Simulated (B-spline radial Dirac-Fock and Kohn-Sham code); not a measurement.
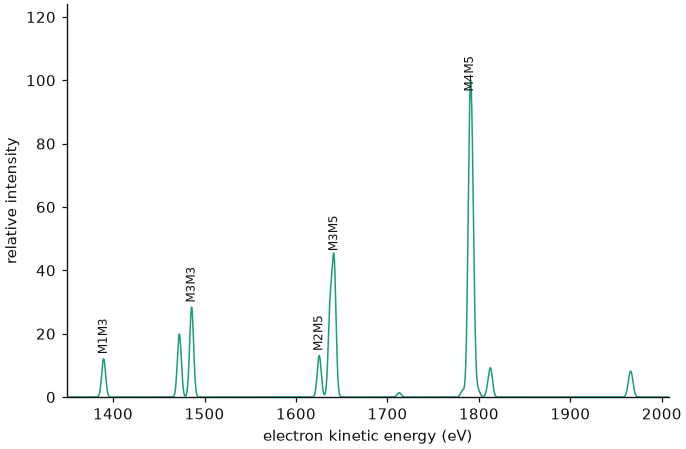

Auger groups that fill an L3 (2p3/2) hole, broadened by 5.0 eV full width. Kinetic energies count from the vacuum level; very weak lines are left out. It refers to Zr⁴⁺ ([Kr]), inside a Watson sphere of charge −4 and radius 2.7 Å that stands in for a crystal. Computed with a B-spline radial atomic code: independent-particle Coulomb rates on relativistic LDA orbitals, configuration-average energies from Dirac–Fock.

### Which group is strongest?

L3-M4M5 at 1.790 keV, 24 % of the non-radiative width.

### How wide is the L3 level from this decay?

The non-radiative width is 1.48 eV.
